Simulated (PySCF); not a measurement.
**MoO2F2 (SMILES [O]=[Mo](=[O])([F])[F]) at PBE/def2-SVP (core potential)**

Aim: the vertical singlet–triplet gap of MoO2F2 at PBE/def2-SVP (core potential), from 2 runs. 

The calculation is run with PySCF 2.14.0.

## 1. Starting point

MoO2F2 has 5 atoms, charge 0, and is taken as a singlet. SMILES: `[O]=[Mo](=[O])([F])[F]`. The shape is that of a PBE0-D4/def2-TZVP optimisation.

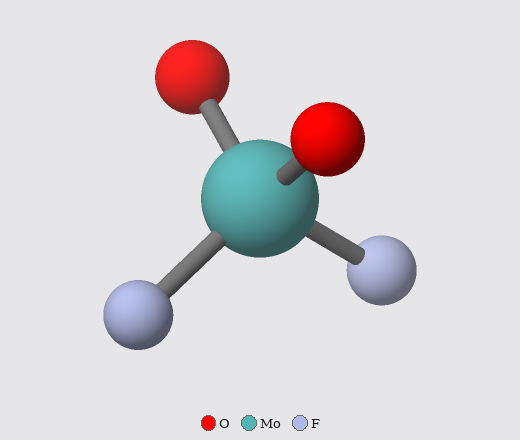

The structure, seen from a chosen angle (oxygen red, molybdenum teal, fluorine light blue).

## 2. The energy at PBE/def2-SVP (core potential)

The input, input.py:

```python
from pyscf import gto, dft

molecule = gto.M(
    atom=[
    ('O', (0.625000, -1.039600, 1.161700)),
    ('Mo', (0.005300, -0.015800, 0.007500)),
    ('O', (-1.179200, 0.880400, 0.754700)),
    ('F', (-0.730300, -0.996600, -1.358700)),
    ('F', (1.328900, 1.097900, -0.606700)),
],
    spin=0,
    verbose=3,
    max_memory=1860,
    basis='def2-svp',
    ecp={'Mo': 'def2-svp'},
)

calc0 = dft.RKS(molecule, xc='pbe')
calc0.conv_tol = 1e-10
calc0.grids.level = 6
calc0.kernel()
if not calc0.converged:
    calc0 = calc0.newton().run(calc0.mo_coeff, calc0.mo_occ)

etot = calc0.e_tot
print('Final energy', etot)
```

Started as:

```console
$ OMP_NUM_THREADS=1 python input.py
```

Output:

```text
converged SCF energy = -417.972235246032
Final energy -417.9722352460325
```

It took 29 s on 1 thread of Arm Neoverse V1, shared host; peak memory 0.45 GiB.

## 3. The triplet at the same level

The input, calc.py:

```python
from pyscf import gto, dft

molecule = gto.M(
    atom='''
O      1.181079    -1.964559     2.195295
Mo     0.010016    -0.029858     0.014173
O     -2.228365     1.663715     1.426176
F     -1.380067    -1.883301    -2.567571
F      2.511257     2.074730    -1.146497
''',
    basis='def2-svp',
    ecp={'Mo': 'def2-svp'},
    charge=0,
    spin=2,
    verbose=3,
    unit='bohr',
    max_memory=1860,
)

mf = dft.UKS(molecule, xc='pbe')
mf.grids.level = 6
mf.conv_tol = 1e-10
mf.kernel()
if not mf.converged:
    mf = mf.newton().run(mf.mo_coeff, mf.mo_occ)

e_final = mf.e_tot
print(f'total energy: {e_final:.8f} hartree')
```

Started as:

```console
$ OMP_NUM_THREADS=1 python calc.py
```

Output:

```text
WARN: HOMO -0.358601658279714 >= LUMO -0.622653480174034

WARN: HOMO -0.130522474545181 >= LUMO -0.180577078675146

WARN: HOMO -0.0592113198058819 >= LUMO -0.275621130864145

WARN: HOMO -0.143161025775641 >= LUMO -0.293649388105255

WARN: HOMO -0.146320211936573 >= LUMO -0.319978274672337

WARN: HOMO -0.134983488795465 >= LUMO -0.305092051076805

WARN: HOMO -0.1342782718774 >= LUMO -0.305097248291428

WARN: HOMO -0.133959877695431 >= LUMO -0.305147769531327

WARN: HOMO -0.133927769649911 >= LUMO -0.305045450150651

WARN: HOMO -0.1339469817006 >= LUMO -0.304985433052494

WARN: HOMO -0.133943983270524 >= LUMO -0.304976675970888

WARN: HOMO -0.133936762321989 >= LUMO -0.304973103090603

WARN: HOMO -0.133939970563294 >= LUMO -0.304973606033734

WARN: HOMO -0.133938380666652 >= LUMO -0.304971926431335

WARN: HOMO -0.133938535257816 >= LUMO -0.304971893069634

converged SCF energy = -417.806245850662  <S^2> = 2.0061647  2S+1 = 3.004107
total energy: -417.80624585 hartree
```

Wall time 54 s (1 thread of Arm Neoverse V1, shared host); peak memory 0.47 GiB.

## 4. Summary of results

Level: PBE/def2-SVP (core potential).

| quantity | value |
| --- | --- |
| singlet: total energy | -417.97224 Eh |
| singlet: dipole moment | 1.02 D |
| singlet: HOMO energy | -8.30 eV |
| singlet: LUMO energy | -3.89 eV |
| singlet: HOMO–LUMO gap | 4.41 eV |
| triplet: total energy | -417.80625 Eh |
| triplet: dipole moment | 0.44 D |
| triplet: HOMO energy (highest over α and β) | -3.64 eV |
| triplet: ⟨S²⟩ | 2.006 |
| vertical energy of the triplet above the singlet | 4.517 eV |

What this shows: At this shape the triplet lies 4.52 eV (436 kJ/mol) above the singlet. Mulliken charges (singlet) run from -0.29 on F4 to +1.14 on Mo2. Mulliken charges (triplet) run from -0.30 on F4 to +1.03 on Mo2; they depend strongly on the basis.
